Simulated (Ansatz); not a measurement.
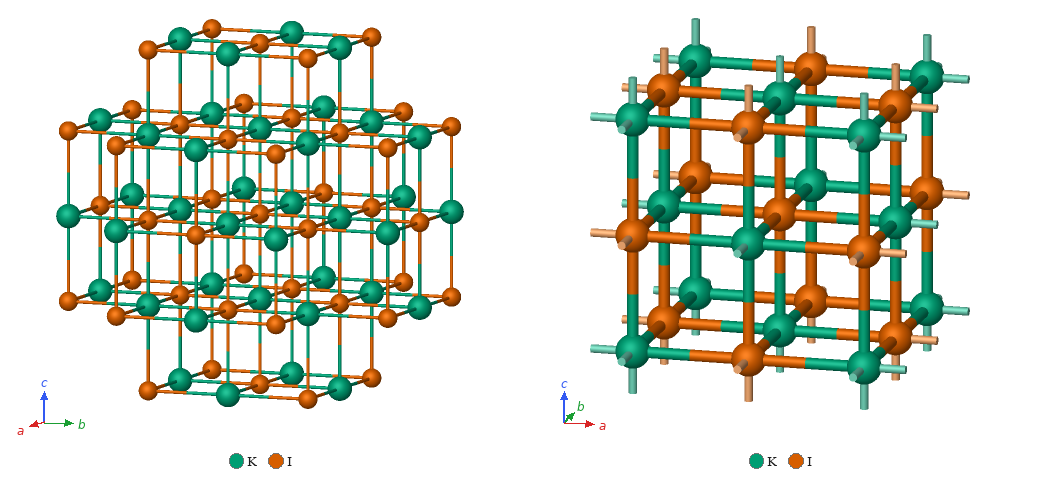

Left: the structure. Right: its underlying net. Nodes are coloured by element. Edges to nodes outside the piece are drawn as stubs.

KI (space group Fm-3m, No. 225): coordinates from a relaxation with Ansatz, DFT LDA, scalar-relativistic, plane waves, PAW.

Bonds are taken as I–K below 3.8 Å. The graph is simplified in the usual way: terminal and isolated atoms are pruned, two-connected atoms become edges.

The result is a uninodal 6-connected, three-periodic net: K and I are 6-connected nodes. It is the pcu net, known from NaCl, ReO3 and the B-X framework of perovskite. It is a single net, without interpenetration.

```csv
node,links,point symbol,coordination sequence
K and I,6,4^12.6^3,6 18 38 66 102
```
